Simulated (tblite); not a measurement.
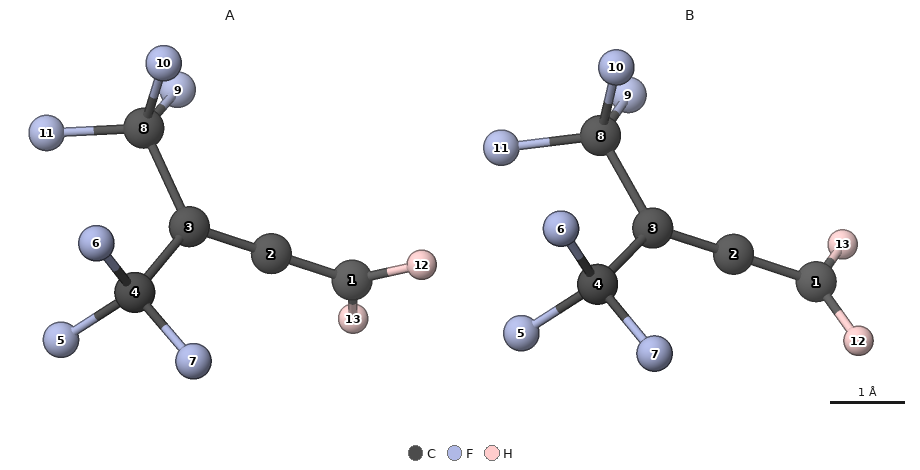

Two geometries of C₅H₂F₆, drawn at one scale. One is the start of a relaxation, the other its converged end. Style: ball-and-stick. Shown at a tilt.

Theory: GFN2-xTB geometry optimisation, gas phase (tblite). 

> Which geometry has the lower energy?

Structure A is the relaxed one. Over 34 geometry steps the energy falls by 183.5 kJ/mol. The largest moves after the best rigid fit, 1.09 Å, are those of H12 and H13. Largest moves by element: H 1.09 Å, F 0.21 Å, C 0.12 Å. Near-neighbour distances that change, for instance: C3–C4 1.465 → 1.509 Å, C8–F11 1.368 → 1.334 Å, C3–C8 1.480 → 1.509 Å, C4–F7 1.366 → 1.338 Å. Bond angles that change, for instance: C4–C3–C8 109.2° → 116.3°, C2–C3–C4 126.3° → 121.8°, C2–C3–C8 124.5° → 121.9°. The run took 0.2 s on 2 threads of Intel(R) Xeon(R) Platinum 8488C, with other jobs on the host.
